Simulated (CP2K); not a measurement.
Consider 3-formylfuran at its PBE geometry (Å).

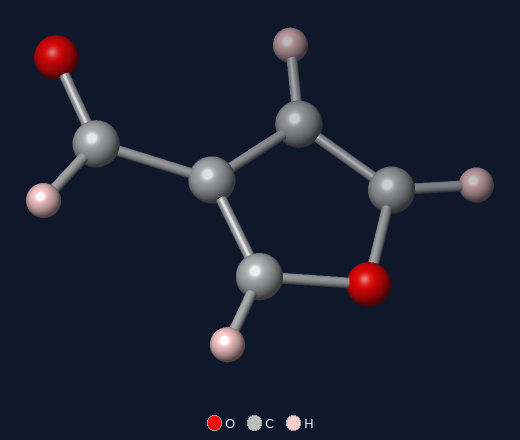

The molecule (oxygen red, carbon light grey, hydrogen pink).

```xyz
11

O    -2.4736    1.1718   -0.0019
C    -1.8895    0.0920    0.0220
C    -0.4377   -0.0469    0.0084
C     0.5527    0.9987   -0.0208
C     1.7608    0.3777   -0.0275
O     1.5967   -1.0001   -0.0027
C     0.2573   -1.2345    0.0178
H    -2.4632   -0.8660    0.0579
H     0.3554    2.0642   -0.0356
H     2.7887    0.7177   -0.0525
H    -0.0476   -2.2747    0.0347
```

Method: CP2K XAS_TDP, all-electron GAPW, PBEh(45%), aug-cc-pVDZ, TDA, GW2X-corrected core level, no relativity.

**Question.** Where do the C K-edge lines lie, and how strong are they?

Leading lines: C2 288.31 eV, C3 287.25 eV, C4 287.81 eV, C5 288.67 eV and C7 287.93 eV. The leading line of an atom is its first one with 35 % of the strongest within 2.5 eV of its lowest line over the strength cut. Core ionisation energies at this level: C4 292.59, C5 293.87, C7 294.14, C2 295.39 and C3 292.37 eV.

The first six lines of each atom with a strength over 0.0015:

```csv
atom,energy (eV),states,"strength, one atom",above the computed threshold
"C2 (bonded to C, O and H)",288.31,1,0.0615,
,293.31,1,0.0146,
,293.33,1,0.0034,
,295.03,1,0.0022,
,295.39,1,0.0113,yes
,296.07,1,0.0087,yes
C3 (bonded to 3 C),287.25,1,0.0225,
,289.30,1,0.0136,
,290.55,1,0.0226,
,291.56,1,0.0024,
,292.02,1,0.0031,
,292.30,1,0.0024,
C4 (bonded to 2 C and H),287.81,1,0.0480,
,290.84,1,0.0075,
,291.52,1,0.0042,
,291.86,1,0.0017,
,292.15,1,0.0032,
,292.39,1,0.0083,
"C5 (bonded to C, O and H)",288.67,1,0.0531,
,291.75,1,0.0211,
,292.29,1,0.0207,
,292.80,1,0.0028,
,293.23,1,0.0042,
,293.65,1,0.0022,
"C7 (bonded to C, O and H)",287.93,1,0.0543,
,291.97,1,0.0166,
,292.53,1,0.0160,
,293.15,1,0.0046,
,293.44,1,0.0025,
,293.86,1,0.0024,
```

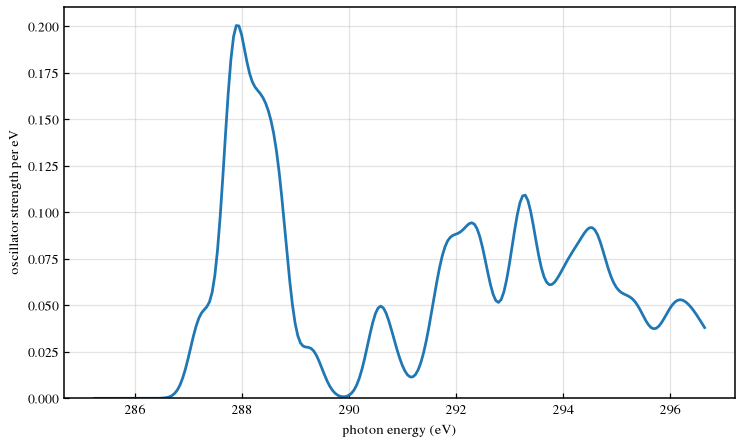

All atoms added, broadened by 0.5 eV.

Lines are vertical, at one geometry, with no vibrational structure. GW2X ionisation energies and lines can be off by 1 to 2 eV either way, and a good line position may hide errors that cancel. These values hold no scalar relativity, about 0.1 eV for C 1s. Rydberg lines, and the discretised continuum above threshold, depend on the basis and the box.

[Banner, clock and machine lines of the logs are left out without a mark of their own.]

[Logs are printed without paths, hosts, clocks, repeated set-up lines and the standing remarks that a program may print on its own settings, such as how far it seeks lower states.]

[Hosts, paths, dates, database ids (printed as entryN), source tags and the programs' standing remarks are cut or masked in the printed files.]
